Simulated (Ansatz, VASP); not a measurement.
# BP in two plane-wave programs

Aim: how closely do two programs agree when they are given the same cell, functional and k mesh? Valence electrons are named where the data sets of a main pair hold unlike numbers.

Method: plane waves, with VASP 6.6.1 beside it; band structure at PBE, in Ansatz 0.2.0.

## (1) The structure

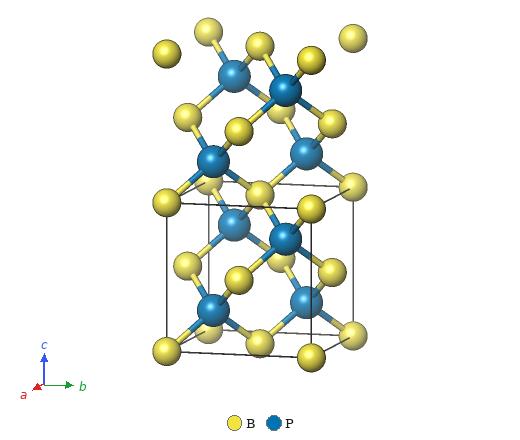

The cell as given, slightly off an axis (boron yellow, phosphorus blue). 1×1×2 cells are drawn. This picture shows the conventional cell, with its axes. Bonds to atoms that aren't drawn are left out. Some periodic images of atoms are drawn too.

## (2) Ansatz: band structure, PBE

Ansatz runs on its default PAW (the set named soft_2) files.

Levels along a path test the potential and the projectors away from the mesh points.

Contents of input.yaml:

```yaml
crystal:
  lattice:
    - [0.0, 2.269, 2.269]
    - [2.269, 0.0, 2.269]
    - [2.269, 2.269, 0.0]
  atoms:
    - { symbol: B, position: [0.0, 0.0, 0.0] }
    - { symbol: P, position: [0.25, 0.25, 0.25] }
hamiltonian:
  xc: pbe
  pseudopotentials: { kind: paw }
kpoints:
  mp_grid: { grid: [6, 6, 6] }
  band_path:
    path:
      - [0.0, 0.0, 0.0]
      - [0.18182, 0.0, 0.18182]
      - [0.36364, 0.0, 0.36364]
      - [0.40909, 0.0, 0.40909]
      - [0.5, 0.0, 0.5]
      - [0.5, 0.09091, 0.59091]
      - [0.5, 0.18182, 0.68182]
      - [0.5, 0.25, 0.75]
      - [0.45455, 0.29545, 0.75]
      - [0.40909, 0.34091, 0.75]
      - [0.375, 0.375, 0.75]
      - [0.20455, 0.20455, 0.40909]
      - [0.06818, 0.06818, 0.13636]
      - [0.04545, 0.04545, 0.04545]
      - [0.22727, 0.22727, 0.22727]
      - [0.40909, 0.40909, 0.40909]
      - [0.51136, 0.47727, 0.51136]
      - [0.55682, 0.38636, 0.55682]
      - [0.60227, 0.29545, 0.60227]
      - [0.61364, 0.25, 0.63636]
      - [0.56818, 0.25, 0.68182]
      - [0.51136, 0.25, 0.73864]
      - [0.5, 0.29545, 0.70455]
      - [0.5, 0.38636, 0.61364]
      - [0.5, 0.47727, 0.52273]
      - [0.47727, 0.47727, 0.54545]
      - [0.43182, 0.43182, 0.63636]
      - [0.38636, 0.38636, 0.72727]
      - [0.60227, 0.20455, 0.60227]
      - [0.55682, 0.11364, 0.55682]
      - [0.5, 0.0, 0.5]
    npoints: 1
scf:
  occupations: { method: gaussian, width: 0.01 }
  n_extra_bands: 7
output:
  forces: true
  stress: true
  eigenvalues: true
```

Run with:

```sh
$ ansatz run input.yaml --threads 2 --pin off --max-ram 4608MiB --backend cpu --events-out ev --progress --plain --runs-dir out
```

Numbers of over 12 decimals in the logs are rounded to 6 here.

The log of the run:

```text
scf.n_extra_bands = 7 over 4 filled bands (N_el = 8.0): the run solves 11 bands
Engine: ansatz 0.2.0, x86_64-unknown-linux-gnu
Pseudopotentials: kind: paw
Pseudopotential: B, paw, valence charge 3, recommended cutoff 420 eV (normal), B.paw.azcp
Pseudopotential: P, paw, valence charge 5, recommended cutoff 420 eV (normal), P.paw.azcp
Functional definition: PBE
  parameter kappa = 0.804
  parameter beta = 0.066725
  exchange = pbe_x(kappa = kappa, mu = beta*pi^2/3)
  correlation = pbe_c(beta = beta)
Crystal: 2 atoms, lattice volume = 23.363 Å³
Basis set: ecut = 420 eV, 459 PW (Γ), exchange–correlation on 48×48×48 points (8 copies of the dense FFT grid, shifted against one another)
Bands: 11, of which v1, the nominal top of the filled ones, is band 4 counted from 1 (3 counted from 0)
Symmetry: 24 space group operations
Space group: F-43m (ITA 216), of the structure as read, at distance tolerance 2.9e-5 Å
k-points: 16 of 216 (time reversal used)
Non-local potential: B, projectors of the file, l = 0: 2, l = 1: 2, l = 2: 1
Non-local potential: P, projectors of the file, l = 0: 2, l = 1: 2, l = 2: 2
PAW form: soft (Blöchl's): semilocal exchange-correlation on the pseudo side does not see the compensation charge
PAW one-centre angular grid: B, 110 points (default); XC on 64 Gauss nodes
PAW one-centre angular grid: P, 110 points (default); XC on 64 Gauss nodes
Initial density: superposition of atomic densities (neutral atoms: chi_scale 0, normalization atom), corrected by the library's trained network
Initial wavefunctions: pseudopotential atomic-orbital guess
Functional: x = pbe(κ = 0.804, μ = 0.219515), c = pbe(β = 0.066725)
SCF iter   1: F=—  HF=-912.429276 eV  |F-HF|=—  |Δ(HF+E_count)|=         —  Δρ=1.30e-3  dr2=3.21e-4  ethr=1.77e-3  ⟨swp⟩=6.1  Hψ=1426  notcnv=0
preconditioner: auto → none  [insulator: Δε(μ)=1.332 eV  Ē_g=16.091 eV  σ=0.010 eV  W_gap=1.00  n_scr=0 (ndim 8)  ℏωp=21.7 eV  f_vac=0.000  D(μ)=0.00/eV (n_scr^D=0)  ε∞_Penn≈2.8]
SCF iter   2: F=—  HF=-912.429379 eV  |F-HF|=—  |Δ(HF+E_count)|=   1.03e-4  Δρ=7.93e-4  dr2=1.40e-4  ethr=4.01e-6  ⟨swp⟩=2.2  Hψ=446  notcnv=0  defer=39
SCF iter   3: F=—  HF=-912.429352 eV  |F-HF|=—  |Δ(HF+E_count)|=   2.68e-5  Δρ=4.02e-4  dr2=1.67e-5  ethr=1.75e-6  ⟨swp⟩=1.9  Hψ=182  notcnv=0  defer=39
SCF iter   4: F=—  HF=-912.429382 eV  |F-HF|=—  |Δ(HF+E_count)|=   2.98e-5  Δρ=1.73e-4  dr2=9.16e-6  ethr=2.08e-7  ⟨swp⟩=2.0  Hψ=214  notcnv=0  defer=39
SCF iter   5: F=—  HF=-912.429380 eV  |F-HF|=—  |Δ(HF+E_count)|=   2.30e-6  Δρ=8.00e-5  dr2=1.93e-6  ethr=1.14e-7  ⟨swp⟩=1.1  Hψ=142  notcnv=0  defer=39
SCF iter   6: F=—  HF=-912.429379 eV  |F-HF|=—  |Δ(HF+E_count)|=   5.30e-7  Δρ=3.08e-5  dr2=2.83e-7  ethr=2.42e-8  ⟨swp⟩=1.5  Hψ=161  notcnv=0  defer=39
SCF iter   7: F=-912.429379 eV  HF=-912.429379 eV  |F-HF|=1.97e-8  |Δ(HF+E_count)|=   7.93e-8  Δρ=9.60e-6  dr2=2.73e-8  ethr=1.25e-9  ⟨swp⟩=7.9  Hψ=852  notcnv=0
SCF 1 converged in 7 iterations: F = -912.429379 eV  dr2 = 2.73e-8
  greatest PAW one-centre occupation: 0.774 electrons in one spin orbital (limit 2), on the P atom at site 1 (counted from 0), in its partial waves of l = 0
NSCF: frozen V_eff on 31 k-points
SCF converged after 7 iterations
Free energy (F): -912.429379 eV
Harris-Foulkes:  -912.429379 eV  (|F-HF|=1.97e-8)
Internal energy: -912.429379 eV  (E = F + TS)
E sigma→0 (E₀):  -912.429379 eV
Fermi energy:    9.937015 eV
--- Per-component energies (eV) ---
  E_band       = 22.235816
  E_kinetic    = 121.800766
  E_local      = -67.992170  (includes V_loc(G=0)·N_el)
  E_nonlocal   = 45.000310
  E_hartree    = 17.092499
  E_xc         = -94.874439
  E_vxc        = -100.549898  (∫ρ·V_xc dr)
  E_paw        = -647.964828  (= ΣΔE_a)
  E_vpaw       = -10.208398  (= ΣTr[D̂ρ^β])
  E_aug_tail   = 0.000001  (compensation charges beyond the density's cutoff)
  E_ewald      = -285.491518
  E_smearing   = -0.000000  (= −TS)
  E_closure    = 0.000000  (closes the sum)
  Σ components = -912.429379   (vs F -912.429379, Δ=0.00e0)
--- Forces (eV/Å), atoms counted from 1 ---
  atom   1  B      0.00000000    -0.00000000    -0.00000000
  atom   2  P     -0.00000000     0.00000000    -0.00000000
  max |Σ_I F_I| component: 2.59e-16 eV/Å
--- Stress (GPa, compression-positive) ---
        1.259055       0.000000      -0.000000
       -0.000000       1.259055       0.000000
        0.000000       0.000000       1.259055
  P = ⅓ Tr σ = 1.2591 GPa (12.591 kbar)
--- Band table (eV; the first three rows and the last of 16) ---
  k-point 0: bands = [-6.1884, 9.2705, 9.2705, 9.2705, 12.6718, 12.6718, 12.6718, 16.6423, ... 3 higher]
  k-point 1: bands = [-5.6909, 6.4355, 8.6061, 8.6061, 13.2874, 13.5739, 13.5739, 17.9293, ... 3 higher]
  k-point 2: bands = [-4.2742, 2.5402, 7.8028, 7.8028, 13.1631, 14.1222, 14.1222, 19.3725, ... 3 higher]
  k-point 15: bands = [-1.1349, 1.0464, 3.9712, 4.0952, 13.0960, 13.7147, 18.3675, 19.0322, ... 3 higher]
```

Elapsed: 0.59 s, on 2 threads of AMD EPYC 7B13 (Zen 3), shared host; peak memory 0.32 GiB.

Reading the cycles: dr2 is the Hartree energy of the density residual (eV), the measure of convergence; HF is the Harris–Foulkes estimate of the energy, which meets the free energy F at convergence.

## (3) VASP: band structure, PBE

The same cell, functional, mesh and smearing now go to VASP, with its own data sets.

Lines of VASP's logs that name or quote its potential files are left out, and so is its time.

Contents of INCAR:

```
SYSTEM = BP
PREC = Accurate
ENCUT = 340
EDIFF = 1E-08
NELM = 100
ISMEAR = 0
SIGMA = 0.01
LREAL = .FALSE.
ALGO = Normal
GGA = PE
NBANDS = 10
LORBIT = 11
LWAVE = .TRUE.
LCHARG = .FALSE.
KPAR = 8
```

Contents of POSCAR:

```
BP
1.0
    0.0000000000      2.2690000000      2.2690000000
    2.2690000000      0.0000000000      2.2690000000
    2.2690000000      2.2690000000      0.0000000000
B P
1 1
Direct
    0.0000000000      0.0000000000      0.0000000000
    0.2500000000      0.2500000000      0.2500000000
```

Contents of KPOINTS:

```
Automatic mesh
0
Gamma
6 6 6
0 0 0
```

Contents of KPOINTS_OPT:

```
Line mode
12
Line-mode
Reciprocal
  0.00000000   0.00000000   0.00000000 GAMMA
  0.50000000   0.00000000   0.50000000 X

  0.50000000   0.00000000   0.50000000 X
  0.50000000   0.25000000   0.75000000 W

  0.50000000   0.25000000   0.75000000 W
  0.37500000   0.37500000   0.75000000 K

  0.37500000   0.37500000   0.75000000 K
  0.00000000   0.00000000   0.00000000 GAMMA

  0.00000000   0.00000000   0.00000000 GAMMA
  0.50000000   0.50000000   0.50000000 L

  0.50000000   0.50000000   0.50000000 L
  0.62500000   0.25000000   0.62500000 U

  0.62500000   0.25000000   0.62500000 U
  0.50000000   0.25000000   0.75000000 W

  0.50000000   0.25000000   0.75000000 W
  0.50000000   0.50000000   0.50000000 L

  0.50000000   0.50000000   0.50000000 L
  0.37500000   0.37500000   0.75000000 K

  0.62500000   0.25000000   0.62500000 U
  0.50000000   0.00000000   0.50000000 X
```

PAW data sets: B_GW and P_GW (PBE family, release 64).

Run with:

```sh
$ mpirun -np 8 vasp_std
```

The log of the run:

```text
[banner, memory and clock lines left out]
running    8 mpi-ranks, on    1 nodes
 distrk:  each k-point on    1 cores,    8 groups
 distr:  one band on    1 cores,    1 groups

 POSCAR found type information on POSCAR B P
 POSCAR found :  2 types and       2 ions
|                                                                             |
|           W    W    AA    RRRRR   N    N  II  N    N   GGGG   !!!           |
|           W    W   A  A   R    R  NN   N  II  NN   N  G    G  !!!           |
|           W    W  A    A  R    R  N N  N  II  N N  N  G       !!!           |
|           W WW W  AAAAAA  RRRRR   N  N N  II  N  N N  G  GGG   !            |
|           WW  WW  A    A  R   R   N   NN  II  N   NN  G    G                |
|           W    W  A    A  R    R  N    N  II  N    N   GGGG   !!!           |
|                                                                             |
|     For optimal performance we recommend to set                             |
|       NCORE = 2 up to number-of-cores-per-socket                            |
|     NCORE specifies how many cores store one orbital (NPAR=cpu/NCORE).      |
|     This setting can greatly improve the performance of VASP for DFT.       |
|     The default, NCORE=1 might be grossly inefficient on modern             |
|     multi-core architectures or massively parallel machines. Do your        |
|     Unfortunately you need to use the default for GW and RPA                |
|     calculations (for HF NCORE is supported but not extensively tested      |
|     yet).                                                                   |
|                                                                             |

 LDA part: xc-table for (Slater+PW92), standard interpolation
 POSCAR, INCAR and KPOINTS ok, starting setup
 FFT: planning ... GRIDC
 FFT: planning ... GRID_SOFT
 FFT: planning ... GRID
 WAVECAR not read
 entering main loop
       N       E                     dE             d eps       ncg     rms          rms(c)
DAV:   1     0.854161165107E+01    0.85416E+01   -0.34660E+03   320   0.596E+02
DAV:   2    -0.129403694284E+02   -0.21482E+02   -0.20231E+02   532   0.125E+02
DAV:   3    -0.136149060546E+02   -0.67454E+00   -0.67326E+00   406   0.184E+01
DAV:   4    -0.136225180570E+02   -0.76120E-02   -0.76101E-02   496   0.247E+00
DAV:   5    -0.136225884257E+02   -0.70369E-04   -0.70367E-04   410   0.167E-01    0.450E+00
DAV:   6    -0.129868431306E+02    0.63575E+00   -0.15682E+00   498   0.706E+00    0.205E+00
DAV:   7    -0.128956849550E+02    0.91158E-01   -0.21494E-01   478   0.270E+00    0.784E-01
DAV:   8    -0.128859883688E+02    0.96966E-02   -0.29677E-02   414   0.106E+00    0.916E-02
DAV:   9    -0.128863412957E+02   -0.35293E-03   -0.73286E-04   410   0.200E-01    0.468E-02
DAV:  10    -0.128864924839E+02   -0.15119E-03   -0.21861E-04   382   0.111E-01    0.114E-02
DAV:  11    -0.128864929768E+02   -0.49290E-06   -0.14832E-05   478   0.245E-02    0.409E-03
DAV:  12    -0.128864940058E+02   -0.10290E-05   -0.18600E-06   390   0.113E-02    0.711E-04
DAV:  13    -0.128864938657E+02    0.14007E-06   -0.71177E-08   438   0.174E-03    0.263E-04
DAV:  14    -0.128864938636E+02    0.20586E-08   -0.71815E-09   316   0.598E-04
   1 F= -.12886494E+02 E0= -.12886494E+02  d E =-.303288E-26
 Start KPOINTS_OPT (optional k-point list driver)
k-point batch [1-16\120]
       N       E                     dE             ncg
DAV:   1     0.522723520604E+03   -0.23812E+04      320
DAV:   2     0.166171846061E+03   -0.35655E+03      568
DAV:   3     0.157870447117E+03   -0.83014E+01      424
DAV:   4     0.157808485096E+03   -0.61962E-01      490
DAV:   5     0.157807929274E+03   -0.55582E-03      428
DAV:   6     0.157807924079E+03   -0.51957E-05      500
DAV:   7     0.157807923963E+03   -0.11506E-06      448
DAV:   8     0.157807923963E+03   -0.12625E-09      480
[...]
k-point batch [113-120\120]
       N       E                     dE             ncg
DAV:   1     0.255609580504E+04   -0.21508E+04      160
DAV:   2     0.241276258954E+04   -0.14333E+03      304
DAV:   3     0.241033627110E+04   -0.24263E+01      216
DAV:   4     0.241031697720E+04   -0.19294E-01      278
DAV:   5     0.241031691183E+04   -0.65366E-04      212
DAV:   6     0.241031691097E+04   -0.86117E-06      274
DAV:   7     0.241031691097E+04   -0.61846E-09      210
 writing wavefunctions
```

OUTCAR, selected parts (step 3):

```text
ion  position               nearest neighbor table
   1  0.000  0.000  0.000-   2 1.97   2 1.97   2 1.97   2 1.97
   2  0.250  0.250  0.250-   1 1.97   1 1.97   1 1.97   1 1.97

  LATTYP: Found a face centered cubic cell.
 ALAT       =     4.5380000000

 Subroutine GETGRP returns: Found 24 space group operations
 (whereof 24 operations were pure point group operations)

The static configuration has the point symmetry T_d .

 Found     16 irreducible k-points:

   k-points           NKPTS =     16   k-points in BZ     NKDIM =     16   number of bands    NBANDS=     10

   dimension x,y,z NGX =    20 NGY =   20 NGZ =   20
   dimension x,y,z NGXF=    40 NGYF=   40 NGZF=   40

   ENCUT  =  340.0 eV  24.99 Ry    5.00 a.u.   4.82  4.82  4.82*2*pi/ulx,y,z

   NELECT =       8.0000    total number of electrons

 k-points in reciprocal lattice and weights: Automatic mesh
   0.00000000  0.00000000  0.00000000       0.005
   0.16666667  0.00000000  0.00000000       0.037
   0.33333333  0.00000000  0.00000000       0.037
   0.50000000  0.00000000  0.00000000       0.019
   0.16666667  0.16666667  0.00000000       0.028
   0.33333333  0.16666667  0.00000000       0.111
   0.50000000  0.16666667  0.00000000       0.111
  -0.33333333  0.16666667  0.00000000       0.111
  -0.16666667  0.16666667  0.00000000       0.056
[...]
-0.33333333  0.33333333  0.16666667       0.111
  -0.33333333  0.50000000  0.16666667       0.056

 average (electrostatic) potential at core
       1 -25.0907       2 -72.7025

 E-fermi :   7.2114

 k-point     1 :       0.0000    0.0000    0.0000
  band No.  band energies     occupation
      1      -8.3243      2.00000
      2       7.1395      2.00000
      3       7.1395      2.00000
      4       7.1395      2.00000
      5      10.5408      0.00000
      6      10.5408      0.00000
      7      10.5408      0.00000
      8      14.5124      0.00000
      9      18.6606      0.00000
    ...

 k-point     2 :       0.1667    0.0000    0.0000
  band No.  band energies     occupation
      1      -7.8264      2.00000
      2       4.3046      2.00000
      3       6.4757      2.00000
      4       6.4757      2.00000
      5      11.1567      0.00000
      6      11.4438      0.00000
      7      11.4438      0.00000
      8      15.8049      0.00000
      9      18.0116      0.00000
    ...

 k-point     3 :       0.3333    0.0000    0.0000
  band No.  band energies     occupation
      1      -6.4090      2.00000
      2       0.4080      2.00000
      3       5.6732      2.00000
      4       5.6732      2.00000
      5      11.0303      0.00000
      6      11.9922      0.00000
      7      11.9922      0.00000
      8      17.2556      0.00000
      9      18.9582      0.00000
    ...

  Total        0.0918839      0.0918839      0.0918839      0.0000000      0.0000000     -0.0000000
  in kB        6.3011022      6.3011022      6.3011022      0.0000000      0.0000000     -0.0000000
  external PRESSURE =       6.3011022 kB  Pullay stress =       0.0000000 kB

  energy-cutoff  :      340.00
  volume of cell :       23.36
      direct lattice vectors                 reciprocal lattice vectors
     0.000000000  2.269000000  2.269000000    -0.220361393  0.220361393  0.220361393
     2.269000000  0.000000000  2.269000000     0.220361393 -0.220361393  0.220361393
     2.269000000  2.269000000  0.000000000     0.220361393  0.220361393 -0.220361393

 POSITION                                       TOTAL-FORCE (eV/Angst)
 -----------------------------------------------------------------------------------
      0.00000      0.00000      0.00000         0.000000      0.000000     -0.000000
      1.13450      1.13450      1.13450        -0.000000     -0.000000      0.000000
 -----------------------------------------------------------------------------------
    total drift:                               -0.000000     -0.000000     -0.000000

  FREE ENERGIE OF THE ION-ELECTRON SYSTEM (eV)
  ---------------------------------------------------
  free  energy   TOTEN  =       -12.8864938636 eV

  energy  without entropy=      -12.8864938636  energy(sigma->0) =      -12.88649386

 total charge
# of ion       s       p       d       tot
------------------------------------------
    1        0.640   1.207   0.000   1.847
    2        1.085   1.778   0.145   3.008
--------------------------------------------------
tot          1.725   2.985   0.145   4.855

[... 3 further parts left out ...]
```

The run ends at a pressure of 0.63 GPa.

## (4) Side by side

Known differences besides the potentials themselves: the cutoff is 420 eV in Ansatz and 340 eV in VASP; VASP leaves aspherical gradient terms in its spheres out (LASPH is not set), Ansatz keeps them. Total energies have different zeros and are not compared.

Both answers:

```tsv
quantity	Ansatz	VASP	difference
gap over the path points (eV)	1.237	1.235	+0.002
```

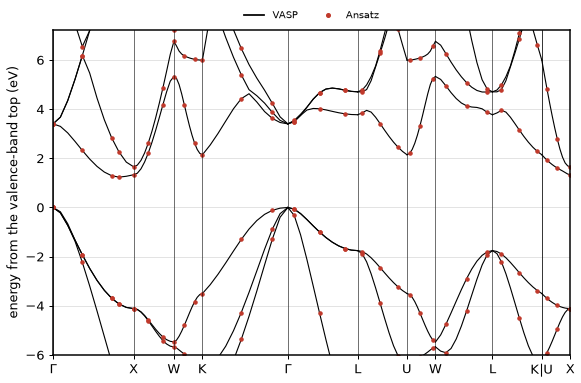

Bands from VASP (lines) and levels from Ansatz (dots). Dots without a line are higher empty bands that the VASP plot leaves out.

Levels at points of the path, from each program's valence-band top (eV; 3 filled, then empty):

```tsv
k (reciprocal lattice)	Ansatz	VASP
0.000 0.000 0.000	0.00 0.00 0.00 3.40 3.40 3.40	0.00 0.00 0.00 3.40 3.40 3.40
0.182 0.000 0.182	-2.24 -1.93 -1.93 2.32 6.18 6.18	-2.24 -1.93 -1.93 2.32 6.18 6.18
0.364 0.000 0.364	-6.29 -3.69 -3.69 1.29 2.84 10.24	-6.29 -3.69 -3.69 1.29 2.83 10.24
0.409 0.000 0.409	-7.29 -3.93 -3.93 1.24 2.26 11.13	-7.29 -3.93 -3.93 1.24 2.26 11.14
0.500 0.000 0.500	-8.58 -4.12 -4.12 1.33 1.66 12.08	-8.59 -4.11 -4.11 1.33 1.66 12.08
0.500 0.091 0.591	-8.46 -4.61 -4.57 2.22 2.62 11.01	-8.46 -4.61 -4.57 2.22 2.62 11.02
0.500 0.182 0.682	-8.18 -5.41 -5.27 4.18 4.87 8.69	-8.18 -5.41 -5.27 4.18 4.87 8.70
0.500 0.250 0.750	-8.06 -5.67 -5.47 5.32 6.76 7.24	-8.06 -5.67 -5.47 5.33 6.76 7.24
0.455 0.295 0.750	-8.08 -5.96 -4.80 4.18 6.17 8.10	-8.08 -5.96 -4.80 4.18 6.17 8.11
0.409 0.341 0.750	-8.14 -6.17 -3.83 2.61 6.02 9.19	-8.15 -6.17 -3.83 2.61 6.03 9.20
```

Among the levels compared at these points, filled levels agree within 2 meV and empty ones within 7 meV. Not compared: the pressure (VASP's GW data sets at this cutoff don't carry it).

## (5) Summary of results

| Quantity | Value |
| --- | --- |
| largest difference of a filled level at the path points (band structure, PBE) | 2.2 meV |

**Reading.** The largest difference of a filled level at the path points is 2.2 meV (band structure, PBE), within the 80 meV picked in this series as the mark of a large difference. Such differences can come from data sets, numerical settings and the points named under the comparisons, not from the functional's error against experiment.

[Lines on the potential files, build, host, timing and source positions are cut from VASP's logs without a mark.]

[Logs are printed without paths, hosts, clocks, repeated set-up lines and the standing remarks that a program may print on its own settings, such as how far it seeks lower states.]

[Hosts, paths, dates, database ids (printed as entryN), source tags and the programs' standing remarks are cut or masked in the printed files.]
